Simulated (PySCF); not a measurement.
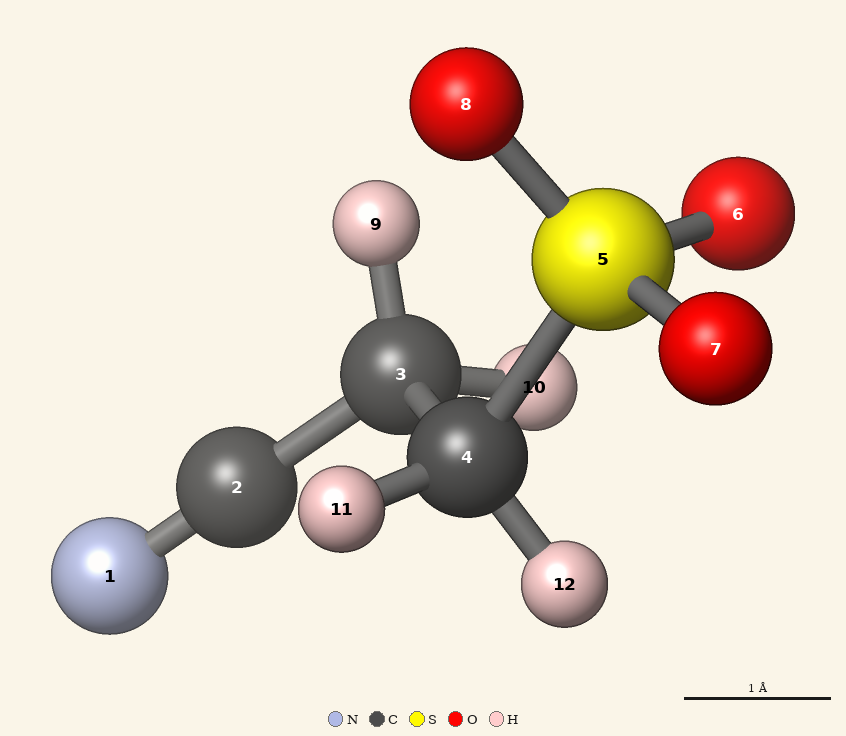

Numbered structure. Charge −1, singlet. Geometry: a frame of a GFN2-xTB molecular-dynamics simulation, not a minimum.

**Describe the coordination of atom 4.**

C4 has 4 neighbours (C3 at 1.59, S5 at 1.80, H11 at 1.09, H12 at 1.10 Å); the arrangement is tetrahedral.

**How are the neighbours of atom 2 arranged?**

C2 has 2 neighbours (N1 at 1.13, C3 at 1.46 Å); the arrangement is linear.

**How are the neighbours of atom 5 arranged?**

S5 has 4 neighbours (C4 at 1.80, O6 at 1.44, O7 at 1.48, O8 at 1.47 Å); the arrangement is tetrahedral.

**How are the neighbours of atom 3 arranged?**

C3 has 4 neighbours (C2 at 1.46, C4 at 1.59, H9 at 1.05, H10 at 1.08 Å); the arrangement is tetrahedral.

**What is the dihedral angle C3–C4–S5–O7?**

163° in size, that is anti.
